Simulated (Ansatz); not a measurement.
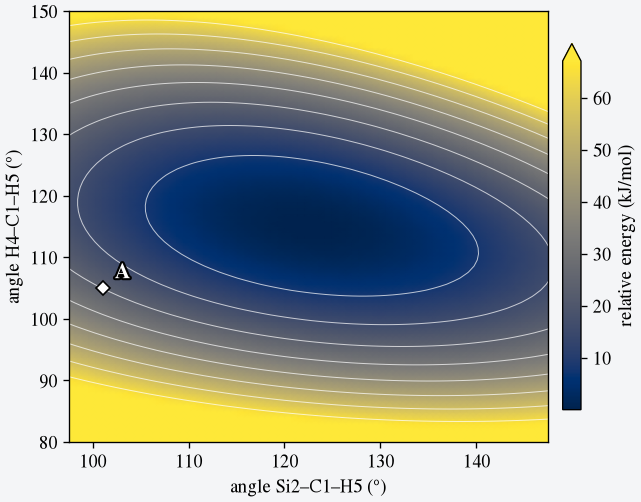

CH3MgSi, SMILES C=[Si+][MgH], charge +1. First axis: angle Si2–C1–H5. Second axis: angle H4–C1–H5. Nothing is relaxed (all other coordinates rigid). Grid: 15 × 15 points. Points are written as (first, second). Energies are in kJ/mol, from the lowest grid point. Computed with RHF/def2-TZVP (Ansatz 0.2.0).

The picture shows a smooth colour map with a few white contour lines, one colour for all values above the top of the scale, the point A. Between grid points the surface is interpolated.

Q: Is A at rest? If not, where is it pushed?

A: A, at (101.1°, 105°), is not a stationary point. The computed force is 1.3 kJ/mol for each degree towards larger values of angle Si2–C1–H5 and 1.6 kJ/mol for each degree towards larger values of angle H4–C1–H5.
